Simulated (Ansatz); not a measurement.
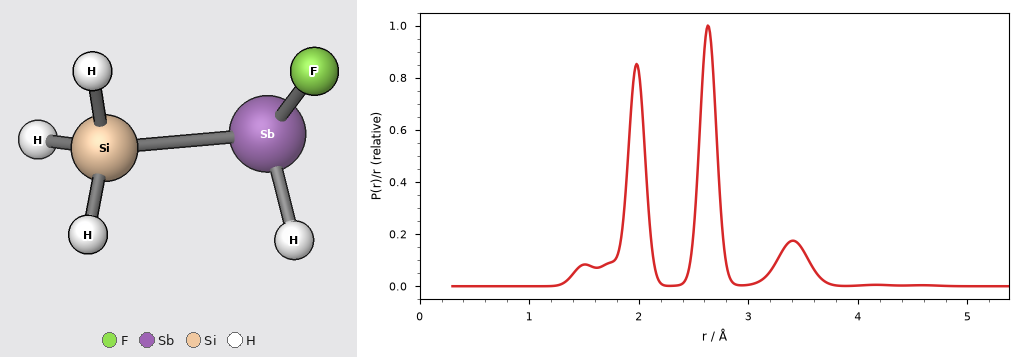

Simulated gas electron diffraction: radial distribution curve of FH₄SbSi. Each pair of atoms contributes with weight ZᵢZⱼ/r; damping constant 0.0015 Å²; vibrational amplitudes assumed, not computed: 0.05 Å for bonds, 0.078 Å for bonds to H, 0.06 + 0.015 r up to 0.15 Å for other pairs. The geometry is the end point of an optimisation (Ansatz 0.2.0, RKS PBE-D4/def2-mTZVP); it may be a saddle point or a higher isomer. SMILES: [F][SbH][SiH3].

Q: Which pairs of atoms lie under the first 4 clear peaks? Mark bonded pairs by – and others by ···.

A: Peak 1, 1.51 Å: Si–H 1.50 Å (×3)
Peak 2, 1.98 Å: Sb–F 1.98 Å; in its flanks Sb–H 1.74 Å
Peak 3, 2.63 Å: Sb–Si 2.63 Å
Peak 4, 3.41 Å: Sb···H 3.38–3.51 Å (×3), Si···F 3.39 Å, not resolved
